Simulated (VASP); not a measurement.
Energy against volume of C (diamond). All values below come from optB88-vdW, VASP's PBE PAW potentials (set 64) (plane waves; VASP).

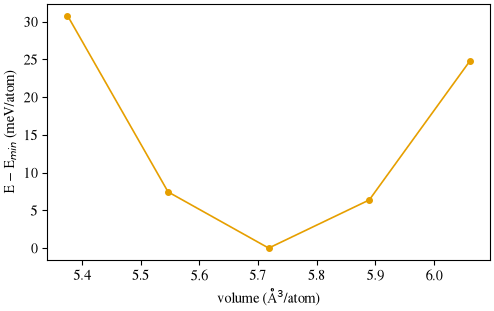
Figure: Energy against volume

Estimate the equilibrium volume and the bulk modulus.

The minimum lies near 5.7 Å³/atom, and the curvature gives B0 of about 430 GPa.

Measured: bulk modulus 455 GPa at 0 K (computed value off by -5.6 %), as given by Daniel Mejia-Rodriguez et al., Physical Review B (2018), arXiv:1807.09216 [0 K value with the zero-point phonon effect removed]; a 3.553 Å at 0 K (computed value off by +0.7 %), as given by Daniel Mejia-Rodriguez et al., Physical Review B (2018), arXiv:1807.09216 [static lattice: zero-point anharmonic expansion removed].

The compound is C in the diamond structure. It was relaxed first.
